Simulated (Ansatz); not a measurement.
**Run report: CH7FN2Si, single-point calculation**

CH7FN2Si, SMILES CN[SiH](N)F, computed with RKS wB97M-V/def2-TZVPP (Ansatz 0.2.0).

The geometry comes from this level: PBE0-D4/def2-TZVP. Figures and captions count atoms from 1; the log counts them from 0 in places.

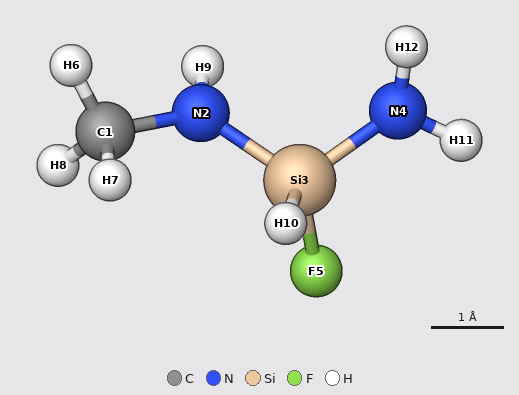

**Figure 1.** The structure (ball-and-stick view, seen at a tilt; atoms are numbered from 1 in the order of the input).

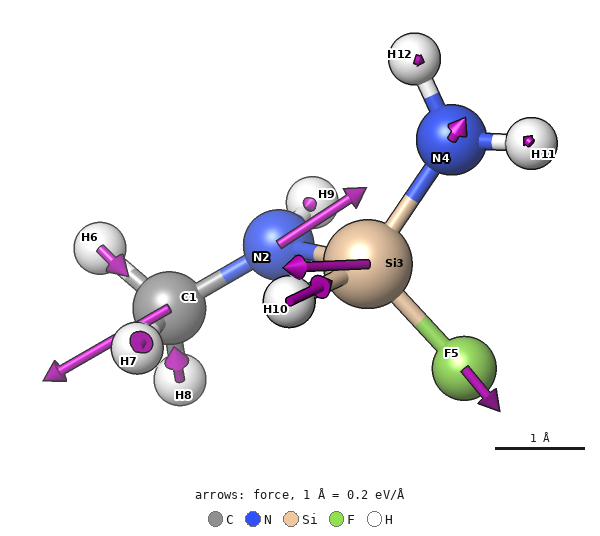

**Figure 2.** Forces on the atoms as pink arrows (ball-and-stick view, seen at a tilt; atoms are numbered from 1 in the order of the input). The largest act on C1 (0.34 eV/Å); Si3 (0.25 eV/Å); N2 (0.24 eV/Å); H10 (0.17 eV/Å), among others. The geometry is not a stationary point of this energy.

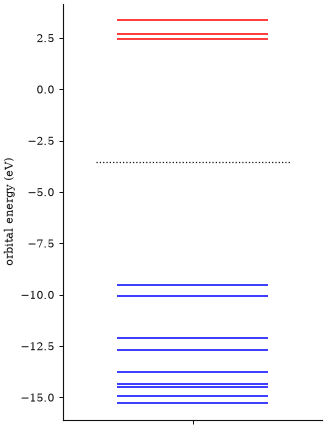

**Figure 3.** Orbital energies near the frontier; the dotted line parts filled from empty levels, and levels within 0.02 eV of each other stand side by side. Highest filled −9.51 eV, lowest empty 2.46 eV, 11.97 eV apart.

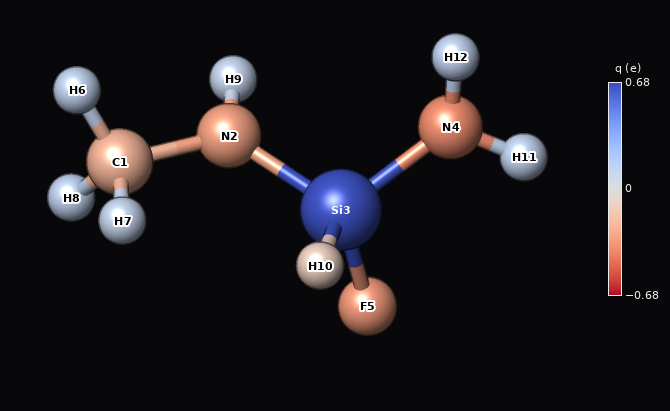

**Figure 4.** Mulliken charges, as the colour of each atom (ball-and-stick view, seen at a tilt; atoms are numbered from 1 in the order of the input). By element: C −0.22, N −0.37 to −0.30, Si +0.65, F −0.33 and H −0.09 to +0.12 e.

These pictures come from the run below.

Input:
```yaml
crystal:
  periodic: [false, false, false]
  atoms:
    - {symbol: C, position_ang: [-1.430410, 1.177156, 0.532099]}
    - {symbol: N, position_ang: [-0.090991, 0.691439, 0.282075]}
    - {symbol: Si, position_ang: [0.310229, -0.719099, -0.562366]}
    - {symbol: N, position_ang: [1.879226, -1.180872, -0.098267]}
    - {symbol: F, position_ang: [0.415385, -0.589161, -2.158829]}
    - {symbol: H, position_ang: [-1.539704, 1.534683, 1.560606]}
    - {symbol: H, position_ang: [-2.144698, 0.362302, 0.394453]}
    - {symbol: H, position_ang: [-1.722755, 1.987917, -0.144799]}
    - {symbol: H, position_ang: [0.632620, 1.378307, 0.426411]}
    - {symbol: H, position_ang: [-0.815017, -1.661344, -0.348114]}
    - {symbol: H, position_ang: [2.459600, -1.721558, -0.717057]}
    - {symbol: H, position_ang: [2.123517, -1.314968, 0.867789]}
basis:
  gaussian: {orbitals: def2-TZVPP}
hamiltonian: {xc: {name: wB97M-V}}
output: {forces: true, orbitals: {seedname: orbitals}}
```

What the program printed:
```
Functional definition: wB97M-V
  name "wB97M-V"
  cite "Mardirossian & Head-Gordon, J. Chem. Phys. 144, 214110 (2016) doi:10.1063/1.4952647"
  cite "Becke, J. Chem. Phys. 107, 8554 (1997) doi:10.1063/1.475007"
  cite "Vydrov & Van Voorhis, J. Chem. Phys. 133, 244103 (2010) doi:10.1063/1.3521275"
  # Of w^i u^j: cxij and so on, Table III.
  parameter omega = 0.3/bohr
  parameter cx = 0.15
  parameter cx01 = 1.007
  parameter cx10 = 0.259
  parameter css00 = 0.443
  parameter css04 = -1.437
  parameter css10 = -4.535
  parameter css20 = -3.390
  parameter css43 = 4.278
  parameter cos00 = 1.000
  parameter cos10 = 1.358
  parameter cos20 = 2.924
  parameter cos21 = -8.812
  parameter cos60 = -1.390
  parameter cos61 = 9.142
  parameter b = 6.0
  parameter c = 0.01
  gx(w, u) = 1 - cx + cx01*u + cx10*w
  gss(w, u) = css00 + css04*u^4 + css10*w + css20*w^2 + css43*w^4*u^3
  gos(w, u) = cos00 + cos10*w + (cos20 + cos21*u)*w^2 + (cos60 + cos61*u)*w^6
  exchange = spin_sum(e_x_unif_sr(omega)*gx(b97_w, b97_u_x)) + cx*exact_x_sr(omega) + exact_x_lr(omega)
  correlation = spin_sum(e_c_pw_mod_same_spin*gss(b97_w, b97_u_same))
      + integral(e_c_pw_mod_opposite_spin*gos(b97_w_opposite, b97_u_opposite)) + vv10(b, c)
1350 factors; their error is unknown
325 factors; integrals over basis functions are off by at most 9.4e-6 eV
mean field evaluation 1: about -14721.0165 eV, gradient 6.9e1 eV
mean field evaluation 2: about -14722.1451 eV, gradient 6.5e1 eV
mean field evaluation 4: about -14729.4575 eV, gradient 1.7e0 eV
mean field evaluation 8: about -14729.4714 eV, gradient 3.9e-2 eV
mean field evaluation 16: about -14729.4756 eV, gradient 4.6e-5 eV
mean field -14729.47556682 eV, -541.2982430834 hartree, gradient 4.6e-5 eV, S^2 0.000000; 0 other end points of the search recorded, 0 dependent functions left out
the calculation of the forces begins
reference -14729.47561773 eV, -541.2982449543 hartree; 25, 25 occupied and 239, 239 virtual orbitals, 1350 factors
Total energy: -14729.47561773 eV, -541.2982449543 hartree
Atom 0 at    -1.430410     1.177156     0.532099 Å, force    -0.310050     0.123958     0.058902 eV/Å
Atom 1 at    -0.090991     0.691439     0.282075 Å, force     0.238586    -0.018008    -0.027353 eV/Å
Atom 2 at     0.310229    -0.719099    -0.562366 Å, force    -0.178512    -0.131605     0.113269 eV/Å
Atom 3 at     1.879226    -1.180872    -0.098267 Å, force     0.053413    -0.037677     0.019006 eV/Å
Atom 4 at     0.415385    -0.589161    -2.158829 Å, force     0.001851     0.015720    -0.128719 eV/Å
Atom 5 at    -1.539704     1.534683     1.560606 Å, force     0.003855    -0.030668    -0.094144 eV/Å
Atom 6 at    -2.144698     0.362302     0.394453 Å, force     0.050486     0.062677     0.012437 eV/Å
Atom 7 at    -1.722755     1.987917    -0.144799 Å, force     0.025815    -0.076204     0.065598 eV/Å
Atom 8 at     0.632620     1.378307     0.426411 Å, force    -0.022450    -0.022370     0.001618 eV/Å
Atom 9 at    -0.815017    -1.661344    -0.348114 Å, force     0.125560     0.104984    -0.023718 eV/Å
Atom 10 at     2.459600    -1.721558    -0.717057 Å, force    -0.002378     0.008872     0.024505 eV/Å
Atom 11 at     2.123517    -1.314968     0.867789 Å, force     0.013825     0.000322    -0.021399 eV/Å
Dipole moment:     0.123445     0.065600     0.416458 e Å
```

Key numbers:

| quantity | value |
| --- | --- |
| outcome | converged |
| total energy | −14729.4756 eV |
| SCF solution under orbital rotations | stable |
| HOMO | −9.51 eV |
| LUMO | 2.46 eV |
| largest force (length of the vector) | 0.339 eV/Å |
| dipole moment | 2.11 D |
| hardware | 4 CPU threads, shared host |
| wall time | 5.5 s (CPU time 20 s) |
| peak memory | 0.94 GiB |
